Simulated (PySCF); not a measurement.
**Run report: C₆H₉SSi, EPR calculation**

C₆H₉SSi, multiplicity 2, computed with UKS B3LYP, pcH-1 on C H S Si, non-relativistic, mean-field spin-orbit, GIAO (PySCF 2.14.0).

It belongs to a series of runs on one base structure; here: H removed from Si.

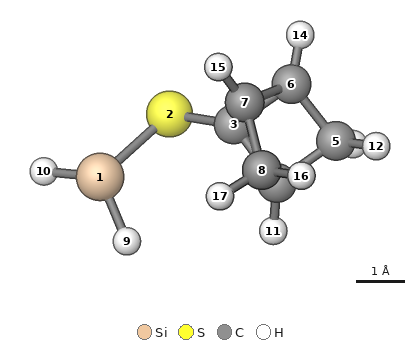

The structure (ball-and-stick view, seen at a tilt; atoms are numbered from 1 in the order of the input). Bond lengths as drawn: C–C 1.50 to 1.56 Å, C–H 1.08 to 1.09 Å, C–S 1.76 Å, H–Si 1.45 to 1.46 Å and S–Si 2.15 Å.

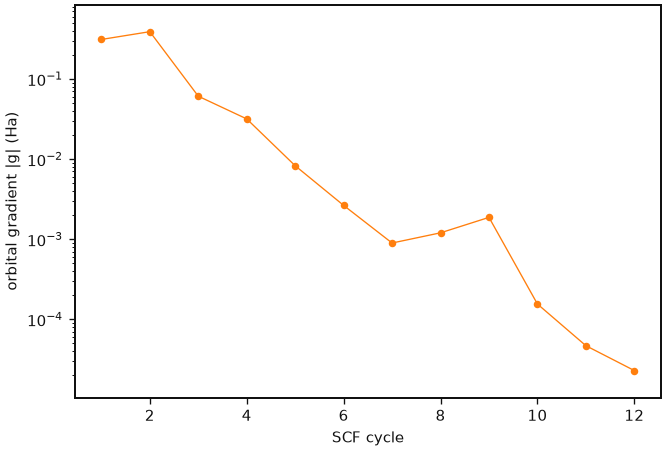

Convergence of the self-consistent field: orbital gradient |g| against the SCF cycle. All cycles printed in the log are drawn one after another.

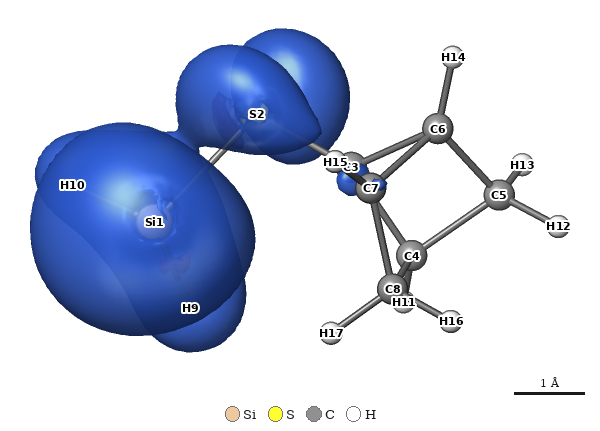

Isosurfaces of the spin density at +0.008 (blue) and −0.008 e/Å³ (red), seen at an oblique angle. The unpaired spin (1 electron) lies mostly on Si1 (about 0.7) and S2 (about 0.2), in electrons by Hirshfeld's partition.

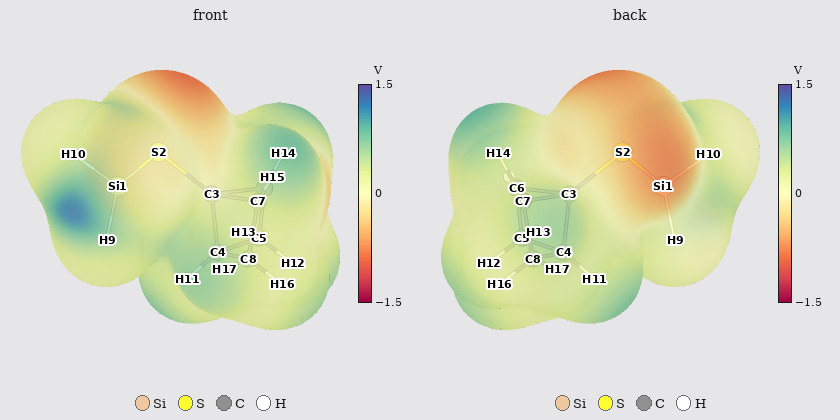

The molecular electrostatic potential painted on the density surface at 0.002 e/bohr³, seen at a tilt and from behind; red is negative and blue positive. A positive charge is drawn to the negative regions and a negative charge to the positive ones.

These pictures come from the run below.

The input
```
{"job": {"kind": "epr", "basis": "pcH-1"}, "charge": 0, "multiplicity": 2}
Si     2.918959     0.928849     0.466226
S      1.401229     0.095604     1.744694
C      0.070373     0.004141     0.594970
C     -0.162459    -0.818442    -0.712038
C     -1.502288    -1.291377    -0.131254
C     -1.417044    -0.081590     0.778393
C     -0.807448     1.047286    -0.042016
C     -0.530354     0.490384    -1.424196
H      3.113881     0.053433    -0.681567
H      4.077629     1.071560     1.326395
H      0.533594    -1.522807    -1.153746
H     -2.343573    -1.347834    -0.823295
H     -1.414640    -2.222105     0.425416
H     -1.988035     0.105027     1.671552
H     -0.920918     2.081457     0.234491
H     -1.362140     0.445260    -2.128195
H      0.326236     0.973183    -1.892078
```

The first line tells a small driver script what to run in PySCF; the rest is the geometry in Å.

Command:
```bash
OMP_NUM_THREADS=1 python <driver script> task.json out
```

What the program printed
```
UKS, coarse grid
  cycle   1  E = -921.59167676  |g| = 3.11e-01
  cycle   2  E = -921.55734803  |g| = 3.89e-01
  cycle   3  E = -921.63703964  |g| = 6.09e-02
  cycle   4  E = -921.63839697  |g| = 3.17e-02
  cycle   5  E = -921.63886096  |g| = 8.25e-03
  cycle   6  E = -921.63889371  |g| = 2.64e-03
  cycle   7  E = -921.63889716  |g| = 8.95e-04
UKS, final grid
  cycle   1  E = -921.63890438  |g| = 1.20e-03
  cycle   2  E = -921.63890345  |g| = 1.87e-03
  cycle   3  E = -921.63890513  |g| = 1.55e-04
  cycle   4  E = -921.63890515  |g| = 4.68e-05
  cycle   5  E = -921.63890515  |g| = 2.29e-05
E = -921.63890515 Eh   <S^2> = 0.7520 (exact 0.7500)
g shifts (ppm)      1          2          3
  rmc          -149       -149       -149
  gc              3         39         48
  oz_so        -142       2859       9628
  total        -288       2750       9527
hyperfine (MHz)  atom isotope    a_iso     a_fc   dipolar eigenvalues
    0  29Si    -511.24    -511.78   -153.02     75.06     77.96
    1   33S       5.32       5.28    -18.12    -16.08     34.20
    2   13C       5.07       5.05     -1.00     -0.06      1.06
    3   13C       1.09       1.08     -0.49     -0.35      0.84
    4   13C      -0.34      -0.34     -0.18     -0.12      0.31
    5   13C      -0.36      -0.36     -0.30     -0.12      0.42
    6   13C       1.68       1.67     -1.21     -0.88      2.09
    7   13C       2.05       2.05     -0.48     -0.37      0.84
    8    1H      98.99      98.94     -8.23      1.09      7.14
    9    1H      40.92      40.87     -8.22      0.28      7.94
   10    1H       0.28       0.28     -1.07     -0.96      2.03
   11    1H      -0.09      -0.09     -0.43     -0.36      0.79
   12    1H      -0.04      -0.05     -0.60     -0.48      1.08
   13    1H       0.08       0.08     -0.79     -0.55      1.34
   14    1H      -0.36      -0.36     -1.58     -1.02      2.60
   15    1H       2.07       2.07     -0.70     -0.61      1.30
   16    1H       1.25       1.24     -2.11     -1.44      3.56
```

Results in brief

| quantity | value |
| --- | --- |
| outcome | converged |
| total energy | −921.638905 hartree |
| ⟨S²⟩ | 0.752 |
| isotropic g | 2.0063 |
| hardware | 1 CPU thread, shared host |
| wall time | 2.1 min |
| peak memory | 1.1 GiB |
